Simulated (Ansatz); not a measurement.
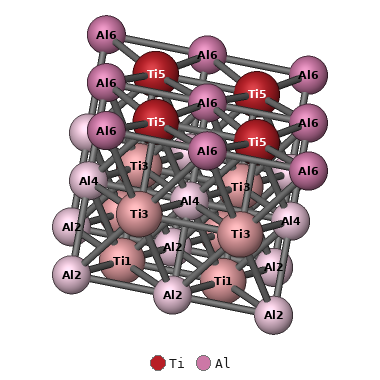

The system is Cl on a TiAl(101) slab cut from the P4/mmm phase, its upper half relaxed before the scan (6 atoms of substrate and one adsorbate in a 1 × 1 cell); the picture shows it without the atoms that are moved over the map. 
- Cl is moved over the surface cell; relaxed at each place: the height of the adsorbate's atoms; substrate rigid; the origin of the map has the adsorbate above Al6.
- Places are given modulo a cell vector. The map is drawn in real space over the plane of the surface.
- Grid: 6 × 6 points; 24 points were computed and 12 follow by symmetry.
- All energies are given in eV relative to the lowest grid point.
- With one adsorbate in each 1 × 1 cell, its nearest image is 2.8 Å away, so neighbouring adsorbates interact.
- Level of theory: DFT PBE, scalar-relativistic, plane waves, PAW in Ansatz. Settings: cutoff 420 eV, k-mesh 9×6×1, gaussian smearing 0.1 eV, no spin polarisation.

Range: position of Cl7 along the first surface vector from 0.000 to 0.833; position of Cl7 along the second surface vector from 0.000 to 0.833.

Question: What landscape does the calculation give?

Answer: The lowest grid point is at a threefold hollow (Al–Ti–Ti), (0/6, 2/6) of the cell vectors. A higher local minimum lies near a threefold hollow (Al–Ti–Ti) over a second-layer Al atom, (0/6, 4/6) of the cell vectors (0.27 eV above the lowest at that grid point). The highest grid point, the top site over a surface Al atom, (0/6, 0/6) of the cell vectors, lies 1.42 eV above the lowest. On the interpolated surface the easiest way out of the lowest well to the well at a threefold hollow (Al–Ti–Ti) over a second-layer Al atom, (0/6, 4/6) of the cell vectors passes a barrier of about 0.37 eV. At the lowest point the adsorbate has 1 Al at 2.38 Å as nearest neighbours, at the highest 1 Al at 2.18 Å. Its relaxed height above the top atom is 1.71 Å at the lowest and 2.18 Å at the highest point.

```tsv
second ↓, first →	0/6	1/6	2/6	3/6	4/6	5/6
5/6	0.95	0.96	0.93	0.86	0.93	0.96
4/6	0.27	0.56	0.80	0.83	0.80	0.56
3/6	0.30	0.58	0.77	0.79	0.77	0.58
2/6	0.00	0.29	0.57	0.62	0.57	0.29
1/6	0.85	0.86	0.84	0.78	0.84	0.86
0/6	1.42	1.41	1.33	1.22	1.33	1.41
```

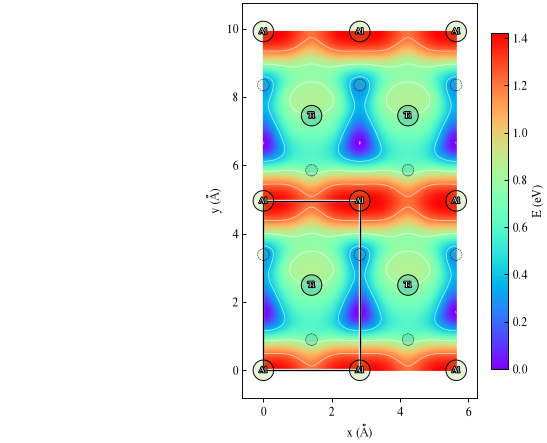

The picture shows a smooth colour map with a few white contour lines, labelled circles for the atoms of the top layer and small ones for the second layer, the outline of one cell of the 2 × 2 shown. Between grid points the surface is interpolated.

Each point was launched as `ansatz run input.yaml --threads 1 --pin off --max-ram 3072MiB --backend cpu --events-out ev --progress --plain --runs-dir out`. The whole map (24 points run) took 18 min on 1 thread of Intel(R) Xeon(R) 6975P-C (Granite Rapids), on a shared host.

PAW datasets: the set soft_1.
